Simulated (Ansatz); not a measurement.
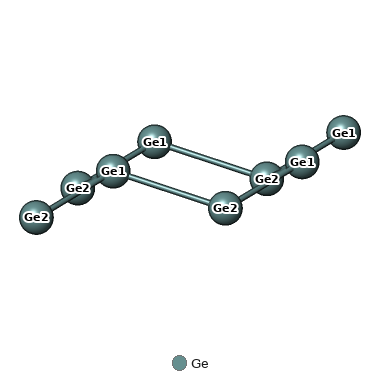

The system is H on a two-dimensional sheet of Ge of the honeycomb type (2 atoms of substrate and one adsorbate in a 1 × 1 cell); the picture shows it without the atoms that are moved over the map. H is moved along a line over the surface and along the normal, above a rigid substrate. The first coordinate is: position of H3 along the long diagonal of the hexagonal surface cell, from above Ge1; the second: height of H3 above the plane of Ge1. The scan uses a 9 × 8 grid. At 11 points there is no value (left out of the scan, as a rule where atoms come close). Points are written as (first, second). Energies: eV, counted from the lowest grid point. Energies and slopes of some neighbouring points disagree (a jump in structure or state, or too coarse a mesh). Computed with DFT PBE+D3(BJ), scalar-relativistic, plane waves, PAW in Ansatz 0.2.0. Settings: cutoff 420 eV, k-mesh 9×9×1, gaussian smearing 0.1 eV, spin-polarised.

Range: position of H3 along the long diagonal of the hexagonal surface cell from 0.00 to 6.19 Å; height of H3 above the plane of Ge1 from −0.30 to 3.27 Å.

What landscape does the calculation give?

Answer. The lowest grid point is at (0.00 Å, 1.67 Å) [nearest 1 Ge at 1.67 Å]. The highest grid point, (6.19 Å, 0.69 Å) [nearest 1 Ge at 1.04 Å], lies 5.38 eV above the lowest.

```csv
"second ↓, first →",0.00,0.77,1.55,2.32,3.10,3.87,4.64,5.42,6.19
3.27,1.64,1.65,1.65,1.66,1.66,1.65,1.65,1.65,1.65
2.57,1.40,1.50,1.61,1.62,1.62,1.61,1.61,1.59,1.49
2.07,0.66,0.99,1.45,1.53,1.53,1.53,1.55,1.46,0.99
1.67,0.00,0.38,1.08,1.28,1.31,1.41,1.48,1.22,0.40
1.18,1.91,0.43,0.51,0.65,0.71,1.03,1.33,0.80,0.47
0.69,–,5.36,0.71,1.15,0.64,0.82,1.13,0.80,5.38
0.19,–,–,3.95,–,3.39,0.97,1.09,1.20,–
−0.30,–,–,–,–,–,1.21,1.08,1.25,–
```

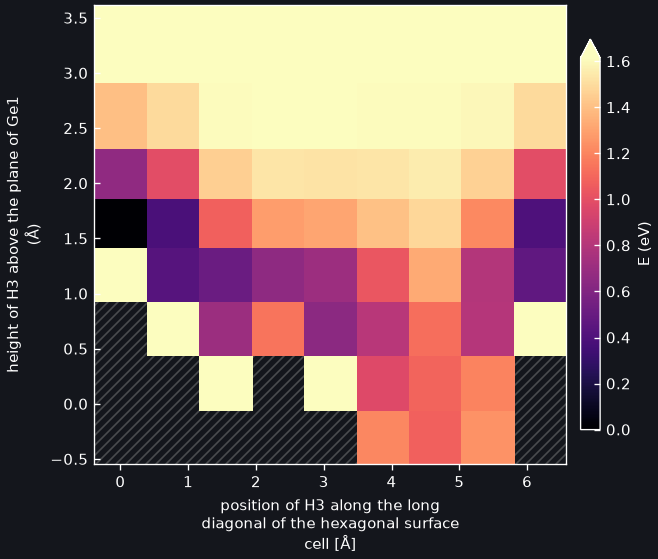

Drawn: one coloured cell a grid point, one colour for all values above the top of the scale, hatched blanks where no value was computed.

The whole map (61 points run) took 37 min on 1 thread of Arm Neoverse V2, with other jobs on the host.

PAW datasets: the set soft_1.
